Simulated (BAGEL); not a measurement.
**CH5GaO (SMILES C[O][GaH2]): a chain of runs**

Wanted: the energy (HF/cc-pVDZ), then the energy (NEVPT2(2,2)/cc-pVDZ), then the energy (CASPT2(2,2)/cc-pVDZ) of CH5GaO. 

Program for the calculation: BAGEL 1.2.2.

2 further runs of the same task are left out: 2 set aside as unsound or not needed.

## Step 1: The structure to begin with

CH5GaO has 8 atoms, charge 0, and is taken as a singlet. As SMILES, `C[O][GaH2]`. The C1–H6 distance was set to 1.480 Å, away from the relaxed value.

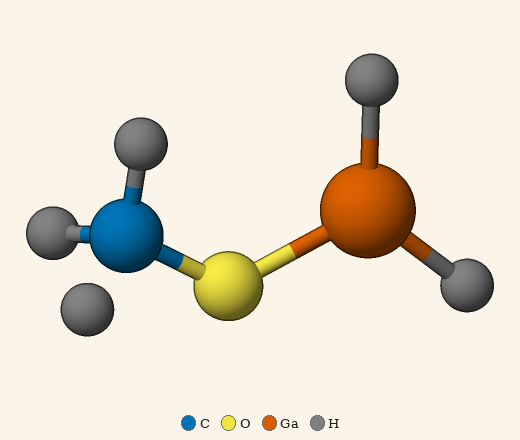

The structure, seen from a chosen angle (carbon blue, oxygen yellow, gallium orange, hydrogen grey).

## Step 2: The energy at HF/cc-pVDZ (density fitting with svp-jkfit) (run 1)

input.json reads:

```json
{ "bagel": [

{
  "title": "molecule",
  "basis": "cc-pvdz.json",
  "df_basis": "svp-jkfit",
  "angstrom": "true",
  "geometry": [
    { "atom": "C", "xyz": [      -0.471957,       0.699015,      -0.649441 ] },
    { "atom": "O", "xyz": [      -0.560457,      -0.547085,      -0.013041 ] },
    { "atom": "Ga", "xyz": [       0.848043,      -1.575585,       0.352759 ] },
    { "atom": "H", "xyz": [      -1.055357,       0.688415,      -1.577141 ] },
    { "atom": "H", "xyz": [       0.559043,       0.982615,      -0.903141 ] },
    { "atom": "H", "xyz": [      -1.030600,       1.754200,       0.224300 ] },
    { "atom": "H", "xyz": [       2.238743,      -1.006385,      -0.083641 ] },
    { "atom": "H", "xyz": [       0.486543,      -2.910285,       1.063559 ] }
  ]
},

{ "title": "hf" },

{ "title": "print", "file": "orbitals.molden", "orbitals": "true" }

]}
```

The basis set cc-pVDZ is read from a file made from the Basis Set Exchange's data (not shown).

Started as:

```
$ BAGEL_NUM_THREADS=1 BAGEL input.json > input.out
```

The log of the run:

```text
* using 1 threads per process

  ===============================================================
  ===============================================================

  *** Geometry ***

  { "atom" : "C", "xyz" : [     -0.891869,      1.320947,     -1.227266 ] },
  { "atom" : "O", "xyz" : [     -1.059110,     -1.033841,     -0.024644 ] },
  { "atom" : "Ga", "xyz" : [      1.602569,     -2.977424,      0.666618 ] },
[... 4 lines of this table left out ...]
  { "atom" : "H", "xyz" : [      0.919433,     -5.499642,      2.009835 ] },

  Number of auxiliary basis functions:      508

  Since a DF basis is specified, we compute 2- and 3-index integrals:
    o Being stored without compression. Storage requirement is 0.026 GB

  Number of basis functions:       80
  Number of electrons      :       50

    * METHOD: MOLECULE                             0.29

  *** RHF ***

  === Nuclear Repulsion ===
   182.7722587273

      * DIIS with orbital gradients will be used.

  === RHF iteration (cc-pvdz.json) ===
      0      -2038.61643101          0.01520161           0.09
      1      -2038.70942092          0.01330789           0.09
      2      -2038.80543082          0.00140246           0.09
[... 9 lines of this table left out ...]
     12      -2038.80717517          0.00000001           0.09
    * SCF iteration converged.

    * Permanent dipole moment:
           (   -0.668740,     0.169330,     0.214141) a.u.

    * METHOD: HF                                   1.42

    * METHOD: PRINT                                0.01

  ===============================================================
```

It took 1.9 s on 1 thread of Arm Neoverse V1, shared host; peak memory 0.15 GiB.

## Step 3: The energy at NEVPT2(2,2)/cc-pVDZ (density fitting with svp-jkfit) (run 2)

nevpt2.json reads:

```json
{ "bagel": [

{
  "title": "molecule",
  "basis": "cc-pvdz.json",
  "df_basis": "svp-jkfit",
  "angstrom": true,
  "geometry": [
    { "atom": "C", "xyz": [   -0.471957,    0.699015,   -0.649441 ] },
    { "atom": "O", "xyz": [   -0.560457,   -0.547085,   -0.013041 ] },
    { "atom": "Ga", "xyz": [    0.848043,   -1.575585,    0.352759 ] },
    { "atom": "H", "xyz": [   -1.055357,    0.688415,   -1.577141 ] },
    { "atom": "H", "xyz": [    0.559043,    0.982615,   -0.903141 ] },
    { "atom": "H", "xyz": [   -1.030600,    1.754200,    0.224300 ] },
    { "atom": "H", "xyz": [    2.238743,   -1.006385,   -0.083641 ] },
    { "atom": "H", "xyz": [    0.486543,   -2.910285,    1.063559 ] }
  ]
},
{ "title": "hf" },
{ "title": "nevpt2", "nstate": 1, "nact": 2, "nclosed": 24, "active": [25, 29], "maxiter": 200, "natocc": true, "ncore": 11 },
{ "title": "print", "file": "orbitals.molden", "orbitals": true }

]}
```

The basis set cc-pVDZ is read from a file made from the Basis Set Exchange's data (not shown).

Started as:

```
$ BAGEL_NUM_THREADS=1 BAGEL nevpt2.json > nevpt2.out
```

The log of the run:

```text
* using 1 threads per process

  ===============================================================
  ===============================================================

  *** Geometry ***

  { "atom" : "C", "xyz" : [     -0.891869,      1.320947,     -1.227266 ] },
  { "atom" : "O", "xyz" : [     -1.059110,     -1.033841,     -0.024644 ] },
  { "atom" : "Ga", "xyz" : [      1.602569,     -2.977424,      0.666618 ] },
[... 4 lines of this table left out ...]
  { "atom" : "H", "xyz" : [      0.919433,     -5.499642,      2.009835 ] },

[... 23 lines left out ...]
    * SCF iteration converged.
[... 1 line left out ...]
    * Permanent dipole moment:
[... 28 lines left out ...]
    * Second-order optimization converged. *
[... 9 lines left out ...]
     * ci vector, state   0, <S^2> = 0.0000
       2.     0.9853040676
       .2    -0.1708095268

  === DF-NEVPT2 calculation ===

    * 3-index integral transformation done
    * assembly done

      NEVPT2 correlation energy:   -0.4018968486      0.17

          (+0)     -0.3489433138
          (+0)'    -0.0139765116
          (+1)     -0.0089894455
          (+1)'    -0.0000000000
          (+2)     -0.0003060423
          (-1)     -0.0226542322
          (-1)'     0.0000000000
          (-2)     -0.0070273031

      NEVPT2 total energy:       -2039.2372452239

    * METHOD: NEVPT2                               5.03

    * METHOD: PRINT                                0.01

  ===============================================================
```

Wall time 6.9 s (1 thread of Arm Neoverse V1, shared host); peak memory 0.15 GiB.

## Step 4: The energy at CASPT2(2,2)/cc-pVDZ (density fitting with svp-jkfit) (run 3)

job.json reads:

```json
{ "bagel" : [

{
  "title" : "molecule",
  "basis" : "cc-pvdz.json",
  "df_basis" : "svp-jkfit",
  "angstrom" : true,
  "geometry" : [
    { "atom" : "C", "xyz" : [      -0.471957,       0.699015,      -0.649441 ] },
    { "atom" : "O", "xyz" : [      -0.560457,      -0.547085,      -0.013041 ] },
    { "atom" : "Ga", "xyz" : [       0.848043,      -1.575585,       0.352759 ] },
    { "atom" : "H", "xyz" : [      -1.055357,       0.688415,      -1.577141 ] },
    { "atom" : "H", "xyz" : [       0.559043,       0.982615,      -0.903141 ] },
    { "atom" : "H", "xyz" : [      -1.030600,       1.754200,       0.224300 ] },
    { "atom" : "H", "xyz" : [       2.238743,      -1.006385,      -0.083641 ] },
    { "atom" : "H", "xyz" : [       0.486543,      -2.910285,       1.063559 ] }
  ]
},

{
  "title" : "hf"
},

{
  "title" : "casscf",
  "nstate" : 1,
  "nact" : 2,
  "nclosed" : 24,
  "active" : [25, 29],
  "maxiter" : 200,
  "natocc" : true
},

{
  "title" : "print",
  "file" : "orbitals.molden",
  "orbitals" : true
},

{
  "title" : "smith",
  "method" : "caspt2",
  "ms" : true,
  "xms" : true,
  "sssr" : true,
  "shift" : 0.2,
  "shift_imag" : true,
  "ncore" : 11
}

]}
```

The basis set cc-pVDZ is read from a file made from the Basis Set Exchange's data (not shown).

Started as:

```
$ BAGEL_NUM_THREADS=1 BAGEL job.json > job.out
```

The log of the run:

```text
* using 1 threads per process

  ===============================================================
  ===============================================================

  *** Geometry ***

  { "atom" : "C", "xyz" : [     -0.891869,      1.320947,     -1.227266 ] },
  { "atom" : "O", "xyz" : [     -1.059110,     -1.033841,     -0.024644 ] },
  { "atom" : "Ga", "xyz" : [      1.602569,     -2.977424,      0.666618 ] },
[... 4 lines of this table left out ...]
  { "atom" : "H", "xyz" : [      0.919433,     -5.499642,      2.009835 ] },

[... 25 lines left out ...]
    * Permanent dipole moment:
[... 37 lines left out ...]
     * ci vector, state   0, <S^2> = 0.0000
[... 21 lines left out ...]
       #      aibj      arbs      arbi      airj      risj      airs      arst      rist         Etot      error   time
[... 9 lines left out ...]
      ------------------------------------------------------------------------------------------------------------------

    * CASPT2 energy : state  0    -2039.2405032316
        w/o shift correction      -2039.2384586657
        reference weight              0.8839650069

    * METHOD: SMITH                                0.79

  ===============================================================
```

It took 7.5 s on 1 thread of Arm Neoverse V1, shared host; peak memory 0.19 GiB.

## Step 5: What came out

| quantity | value |
| --- | --- |
| run 1, HF/cc-pVDZ: total energy | -2038.80718 Eh |
| run 1, HF/cc-pVDZ: dipole moment | 1.84 D |
| run 1, HF/cc-pVDZ: HOMO energy | -10.77 eV |
| run 1, HF/cc-pVDZ: LUMO energy | 1.44 eV |
| run 1, HF/cc-pVDZ: HOMO–LUMO gap | 12.21 eV |
| run 2, NEVPT2(2,2)/cc-pVDZ: total energy | -2039.23725 Eh |
| run 3, CASPT2(2,2)/cc-pVDZ: total energy | -2039.24050 Eh |
